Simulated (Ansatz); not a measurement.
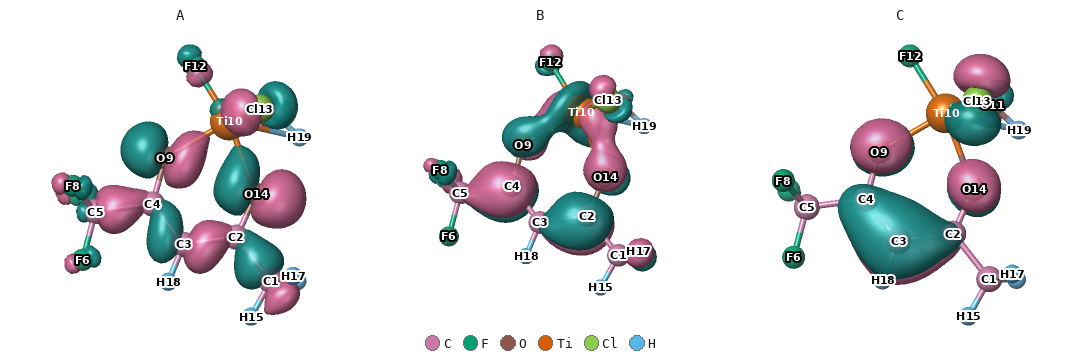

Figure 1: C5H5ClF4O3Ti. Three frontier orbitals at ±0.1 Å⁻³ᐟ² (teal and pink are the two phases), in no order.

Geometry: PBE0-D4/def2-TZVP.

Method: RKS PBE0-D4/def2-TZVPP in Ansatz.

```xyz
19

C    -1.7949   -0.8893    1.8823
C    -0.7695   -0.4560    0.8900
C    -0.9933    0.6760    0.0767
C    -0.0475    1.0549   -0.8380
C    -0.3027    2.2491   -1.7623
F    -1.4816    2.8241   -1.5203
F    -0.2906    1.8517   -3.0321
F     0.6452    3.1665   -1.5999
O     1.0830    0.5084   -1.0376
Ti    2.0812   -0.9585   -0.2001
O     1.8909   -2.7049   -0.5059
F     3.3575   -0.6590   -1.3641
Cl    3.0845   -0.4801    1.7063
O     0.2806   -1.1383    0.8132
H    -2.6887   -0.2693    1.8538
H    -2.0624   -1.9313    1.6932
H    -1.3528   -0.8485    2.8811
H    -1.9147    1.2298    0.1596
H     1.2340   -3.2296   -0.0396
```

Question: Order the three orbitals by energy and name them.

Answer: A is the HOMO−1 (−8.98 eV). It lies mainly on O14 (about 30 %), O9 (about 20 %), C2 (about 5 %), C3 (about 5 %), C1 (about 5 %) and Cl13 (about 5 %). C is the HOMO (−8.29 eV). Its weight (Hirshfeld) is mainly on C3 (about 35 %), O9 (about 15 %), C4 (about 10 %), O14 (about 10 %), Cl13 (about 10 %) and C2 (about 5 %). B is the LUMO (−2.99 eV). Its weight (Hirshfeld) is mainly on C4 (about 20 %), C2 (about 20 %), Ti10 (about 15 %), O14 (about 10 %), O9 (about 10 %) and C3 (about 5 %).

Question: What is the HOMO–LUMO gap?

Answer: 5.30 eV between the orbital energies.
